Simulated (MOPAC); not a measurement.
Run report: CH₅AlO₂, excited-state calculation

The run: excited-state calculation of CH₅AlO₂, SMILES O[CH2][AlH][OH]. Method and program: PM3, closed shell, COSMO solvent dmso (MOPAC 23.2.5).

The geometry: force field.

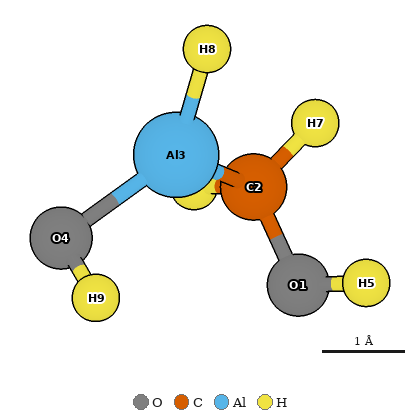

Figure 1. The input geometry (ball-and-stick view, seen at a tilt; atoms are numbered from 1 in the order of the input). Sticks mark near contacts.

Summary

| quantity | value |
| --- | --- |
| outcome | converged |
| heat of formation | −73.30 kcal/mol |
| basis functions | 21 |
| HOMO | −8.93 eV |
| LUMO | −1.29 eV |
| dipole moment | 3.17 D |
| hardware | 1 thread of Arm Neoverse V1, 24 GiB of memory available, shared host |
| peak memory | 0.12 GiB |

Notes

MOPAC's energies along a path are heats of formation.

Input file (input.mop)
```
PM3 C.I.=(3,2) MECI CISDT EPS=46.8 1SCF THREADS=1 AUX(PRECISION=6)
CH5AlO2, PM3

O
C 1 r2
Al 2 r3 1 a3
O 3 r4 2 a4 1 d4
H 1 r5 2 a5 3 d5
H 2 r6 1 a6 5 d6
H 2 r7 6 a7 1 d7
H 3 r8 4 a8 2 d8
H 4 r9 3 a9 8 d9

r2 1.332085
r3 1.992867
a3 109.680530
r4 1.818306
a4 119.452320
d4 -63.334720
r5 1.014924
a5 110.260150
d5 -76.316650
r6 1.123230
a6 108.551400
d6 164.367420
r7 1.115402
a7 107.312640
d7 120.771240
r8 1.586631
a8 120.854720
d8 172.619400
r9 1.057405
a9 103.676000
d9 -93.578650
```

Command:
```bash
mopac input.mop
```

Output
```
MOPAC v23.2.5
PM3 CALCULATION RESULTS

 *  PM3        - The PM3 Hamiltonian to be used
 *  CISDT      - C.I. USES 1, 2 AND 3 ELECTRON EXCITATIONS
 *  C.I.=(N,M) - 2 DOUBLY FILLED LEVELS USED IN A C.I. INVOLVING 3 M.O.'S
 *  EPS=46.8   - USE COSMO IMPLICIT SOLVATION MODEL
 *  1SCF       - DO 1 SCF AND THEN STOP
 *  THREADS=1  - MULTI-THREADING NOT USED
 *  AUX        - OUTPUT AUXILIARY INFORMATION
 *  MECI       - M.E.C.I. WORKING TO BE PRINTED
PM3 C.I.=(3,2) MECI CISDT EPS=46.8 1SCF THREADS=1 AUX(PRECISION=6) SYMMETRY
 CH5AlO2, PM3

  ATOM    CHEMICAL      BOND LENGTH      BOND ANGLE     TWIST ANGLE
 NUMBER    SYMBOL       (ANGSTROMS)      (DEGREES)       (DEGREES)
   (I)                     NA:I           NB:NA:I       NC:NB:NA:I       NA    NB    NC
     1       O          0.00000000       0.0000000       0.0000000        0     0     0
     2       C          1.33208500  *    0.0000000       0.0000000        1     0     0
     3      Al          1.99286700  *  109.6805300  *    0.0000000        2     1     0
     4       O          1.81830600  *  119.4523200  *  -63.3347200  *     3     2     1
     5       H          1.01492400  *  110.2601500  *  -76.3166500  *     1     2     3
     6       H          1.12323000  *  108.5514000  *  164.3674200  *     2     1     5
     7       H          1.11540200  *  107.3126400  *  120.7712400  *     2     6     1
     8       H          1.58663100  *  120.8547200  *  172.6194000  *     3     4     2
     9       H          1.05740500  *  103.6760000  *  -93.5786500  *     4     3     8

          CARTESIAN COORDINATES

    NO.       ATOM           X           Y           Z

     1         O          0.0000      0.0000      0.0000
     2         C          1.3321      0.0000      0.0000
     3        Al          2.0032      1.8765      0.0000
     4         O          1.6353      2.9576     -1.4149
     5         H         -0.3515      0.2252      0.9251
     6         H          1.6894     -0.5214     -0.9285
     7         H          1.7430     -0.5588      0.8735
     8         H          2.9919      2.3471      1.1482
     9         H          0.7562      3.4656     -1.1195

           Empirical Formula: C H5 O2 Al  =     9 atoms

      MOLECULAR POINT GROUP   :   C1

      RHF CALCULATION, NO. OF DOUBLY OCCUPIED LEVELS = 12

 -------------------------------------------------------------------------------
 PM3 C.I.=(3,2) MECI CISDT EPS=46.8 1SCF THREADS=1 AUX(PRECISION=6) SYMMETRY
 CH5AlO2, PM3

     1SCF WAS SPECIFIED, SO BFGS WAS NOT USED
     SCF FIELD WAS ACHIEVED

                              PM3 CALCULATION

          FINAL HEAT OF FORMATION =        -73.29834 KCAL/MOL =    -306.68026 KJ/MOL
          VAN DER WAALS AREA      =        113.73 SQUARE ANGSTROMS

          DIELECTRIC ENERGY       =         -0.63340 EV
          COSMO AREA              =        113.73 SQUARE ANGSTROMS
          COSMO VOLUME            =        100.80 CUBIC ANGSTROMS

          IONIZATION POTENTIAL    =          8.934088 EV          STATE:   1 SINGLET A
          HOMO LUMO ENERGIES (EV) =         -8.934 -1.286
          NO. OF FILLED LEVELS    =         12
          MOLECULAR WEIGHT        =         76.0308         POINT GROUP:  C1

          MOLECULAR DIMENSIONS (Angstroms)

            Atom       Atom       Distance
            H     9    H     7     4.59797
            H     8    H     5     3.82654
            H     5    H     6     2.50619

          SCF CALCULATIONS        =          2

          WALL-CLOCK TIME         =      0.008 SECONDS
          COMPUTATION TIME        =      0.009 SECONDS

  ATOM    CHEMICAL      BOND LENGTH      BOND ANGLE     TWIST ANGLE
 NUMBER    SYMBOL       (ANGSTROMS)      (DEGREES)       (DEGREES)
   (I)                     NA:I           NB:NA:I       NC:NB:NA:I       NA    NB    NC
     1       O          0.00000000       0.0000000       0.0000000        0     0     0
     2       C          1.33208500  *    0.0000000       0.0000000        1     0     0
     3      Al          1.99286700  *  109.6805300  *    0.0000000        2     1     0
     4       O          1.81830600  *  119.4523200  *  -63.3347200  *     3     2     1
     5       H          1.01492400  *  110.2601500  *  -76.3166500  *     1     2     3
     6       H          1.12323000  *  108.5514000  *  164.3674200  *     2     1     5
     7       H          1.11540200  *  107.3126400  *  120.7712400  *     2     6     1
     8       H          1.58663100  *  120.8547200  *  172.6194000  *     3     4     2
     9       H          1.05740500  *  103.6760000  *  -93.5786500  *     4     3     8

                             CARTESIAN COORDINATES

   1    O        0.000000000     0.000000000     0.000000000
   2    C        1.332085000     0.000000000     0.000000000
   3   Al        2.003233407     1.876453755     0.000000000
   4    O        1.635280358     2.957584921    -1.414921435
   5    H       -0.351451184     0.225232036     0.925107194
   6    H        1.689446543    -0.521384619    -0.928491486
   7    H        1.742971332    -0.558835857     0.873496725
   8    H        2.991908465     2.347099122     1.148221450
   9    H        0.756206782     3.465556955    -1.119456729

           Empirical Formula: C H5 O2 Al  =     9 atoms

      MOLECULAR POINT GROUP   :   C1

                  EIGENVALUES
 -38.19766 -34.15249 -24.73294 -17.83023 -15.78612 -15.32385 -14.64971 -13.13989
 -12.36075 -11.73489 -10.85966  -8.93409  -1.28564   1.03240   1.23220   2.17729
   3.65794   4.35841   4.55506   4.80411   6.10930

              NET ATOMIC CHARGES AND DIPOLE CONTRIBUTIONS

  ATOM NO.   TYPE          CHARGE      No. of ELECS.   s-Pop       p-Pop
    1          O          -0.334740        6.3347     1.79606     4.53868
    2          C          -0.111965        4.1120     1.19861     2.91335
    3         Al           0.751238        2.2488     0.67975     1.56902
    4          O          -0.597127        6.5971     1.81164     4.78549
    5          H           0.223953        0.7760     0.77605
    6          H           0.044691        0.9553     0.95531
    7          H           0.012637        0.9874     0.98736
    8          H          -0.219435        1.2194     1.21944
    9          H           0.230748        0.7693     0.76925
 DIPOLE           X         Y         Z       TOTAL
 POINT-CHG.    -0.403    -0.248     2.456     2.501
 HYBRID        -0.557     0.214     0.569     0.825
 SUM           -0.960    -0.035     3.026     3.175

          ATOMIC ORBITAL ELECTRON POPULATIONS

     Atom    s        px        py        pz
    1  O   1.79606   1.21838   1.91939   1.40091
    2  C   1.19861   0.85457   1.06322   0.99556
    3 Al   0.67975   0.36703   0.69718   0.50480
    4  O   1.81164   1.46348   1.68390   1.63811
    5  H   0.77605
    6  H   0.95531
    7  H   0.98736
    8  H   1.21944
    9  H   0.76925

          MULTI-ELECTRON CONFIGURATION INTERACTION CALCULATION

          COMPONENT OF SPIN  =  0.0

           NO OF CONFIGURATIONS CONSIDERED = 9

 CONFIGURATIONS CONSIDERED IN C.I.
 M.O. NUMBER :        11  12  13
          ENERGY

              1        1   1   0
          0.0000       1   1   0

              2        1   1   0
          2.5116       1   0   1

              3        1   1   0
          4.1585       0   1   1

              4        1   0   1
          2.5116       1   1   0

              5        1   0   1
          8.2464       1   0   1

              6        1   0   1
          7.2419       0   1   1

              7        0   1   1
          4.1585       1   1   0

              8        0   1   1
          7.2419       1   0   1

              9        0   1   1
         10.5844       0   1   1

  STATE       ENERGY (EV)        Q.N.  SPIN   SYMMETRY              POLARIZATION
         ABSOLUTE     RELATIVE                                X           Y           Z

    1+   -0.016141    0.000000     1+  SINGLET     A
    2     1.962250    1.978391     1   TRIPLET     A
    3     2.465727    2.481868     2   SINGLET     A         0.0558      0.0001      0.0106
    4     3.830366    3.846507     2   TRIPLET     A
    5     4.229723    4.245864     3   SINGLET     A         0.0521      0.0002      0.0043
    6     6.230157    6.246298     4   SINGLET     A         0.0010      0.0004      0.0002
    7     6.232328    6.248469     3   TRIPLET     A
    8     7.772911    7.789052     5   SINGLET     A         0.0000      0.0002      0.0000
    9    10.204954   10.221095     6   SINGLET     A         0.0002      0.0003      0.0000
           The "+" symbol indicates the root used.

 *                    *
 * JOB ENDED NORMALLY *
 *                    *

 TOTAL JOB TIME:             0.01 SECONDS

 == MOPAC DONE ==
```

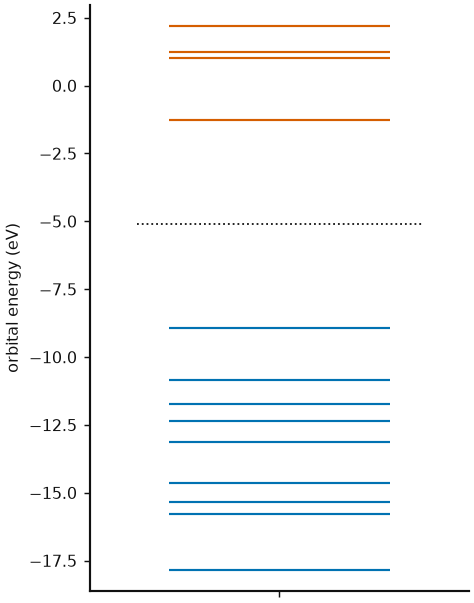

Figure 2. Orbital energies near the frontier; the dotted line parts filled from empty levels, and levels within 0.02 eV of each other stand side by side. Highest filled −8.93 eV, lowest empty −1.29 eV, 7.64 eV apart.
